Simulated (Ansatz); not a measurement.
The cell of ZnSe (F-43m, No. 216). Source of the atomic positions: a calculation's input that goes back to an entry of the Crystallography Open Database (an earlier step may have relaxed or displaced it).

```
Zn Se
1.0
     5.66760    0.00000    0.00000
     0.00000    5.66760    0.00000
     0.00000    0.00000    5.66760
Zn Se
4 4
Direct
  0.00000 0.00000 0.00000
  0.00000 0.50000 0.50000
  0.50000 0.00000 0.50000
  0.50000 0.50000 0.00000
  0.25000 0.25000 0.25000
  0.25000 0.75000 0.75000
  0.75000 0.25000 0.75000
  0.75000 0.75000 0.25000
```

At each point the valence sum V of a Zn2+ ion is computed from the anions within 5 Å (s = exp((R0 − d)/b), R0 fitted to published crystal structures with b = 0.37 Å; R0: Zn2+–Se 2.221 Å). The other Zn2+ ions are ignored. This is an empirical screen for pathways, not an energy calculation.

**Along which directions could Zn2+ move by this screen (counting the regions that come within 0.6 Å of a Zn site)?**

From a mismatch of about 0.40 v.u. the regions form a three-dimensional network. These are grid estimates, good to about 0.1 v.u.

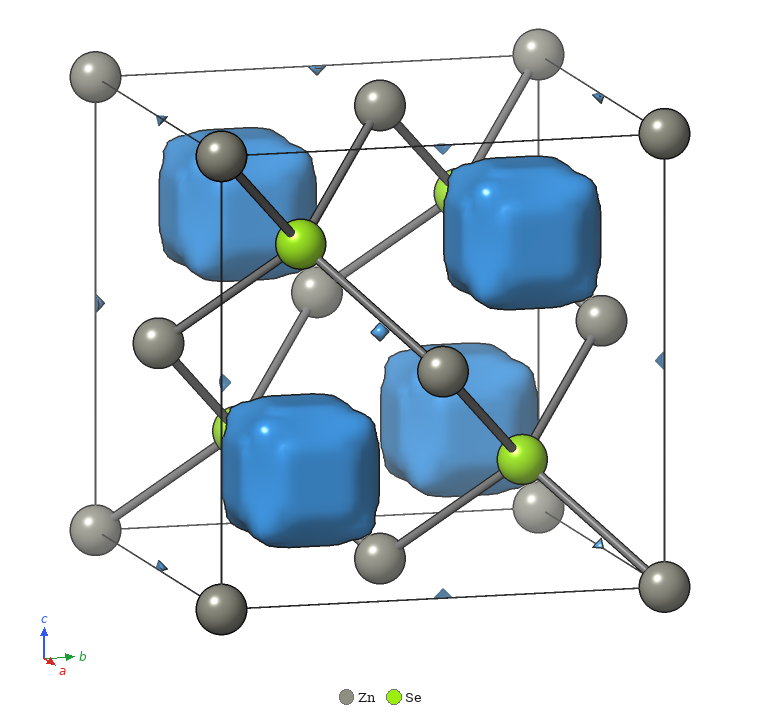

Bond-valence mismatch map for Zn2+ in ZnSe (F-43m, No. 216): the blue surface encloses the points where |V − 2| < 0.2 v.u. (1×1×1 cells, view slightly off an axis). Pale faces close the region where the drawn box cuts it.

**What is the valence sum at the Zn sites themselves?**

2.14 v.u., against the formal 2.
